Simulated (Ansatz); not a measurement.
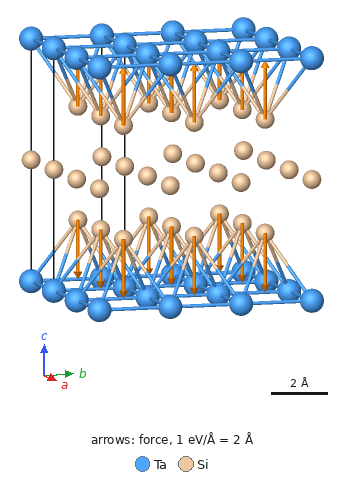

Starting geometry of crystalline TaSi₃ (a generated structure, set up in P4/mmm) (coarse preliminary run) with the computed forces as orange arrows. A ball-and-stick model of the cell of the calculation, repeated 3 × 3 × 1 with one cell outlined, seen slightly off an axis.

These are results of DFT PBE, scalar-relativistic, plane waves, PAW (Ansatz), not measurements. Settings: plane-wave cutoff 420 eV; k-point mesh 6 × 6 × 2; occupations gaussian; smearing width 0.1 eV; no spin polarisation; cell and atoms relaxed; force threshold 0.04 eV/Å; at most 70 steps.

What follows when this structure is relaxed?

It isn't relaxed: the largest force vector, on Si atoms, is 1.08 eV/Å. The atoms end up moving mostly along the starting forces (cosine between the two patterns 1.00). The largest moves relative to the cell, 0.057 Å, are those of Si atoms. Ta stays in place. The volume changes by −4.4 %, with a = b 2.671 → 2.819 Å (+5.5 %), c 8.792 → 7.552 Å (−14.1 %). Near-neighbour distances that change, for instance: Si–Ta 3.004 → 2.788 Å, Ta–Ta 2.671 → 2.819 Å. Bond angles that change, for instance: Ta–Si–Ta 77.9° → 91.3°. The space group stays P4/mmm (No. 123). After 7 accepted moves (8 points after the start) the energy has fallen by 248 meV per atom. The largest force component goes from 1.1 to 0.00069 eV/Å. Pressure: −2.08 GPa at the start and −0.08 GPa at the end. At 1 point the geometry stayed and the basis and grid were re-selected for the new cell (energy shift of 0.4 meV per atom at most each time). The run took 9.1 s on 1 thread of Intel(R) Xeon(R) 6975P-C (Granite Rapids) (shared host), peak memory 0.38 GiB.

Limits of the set-up: the k-point mesh is coarse for a cell with partly filled bands.
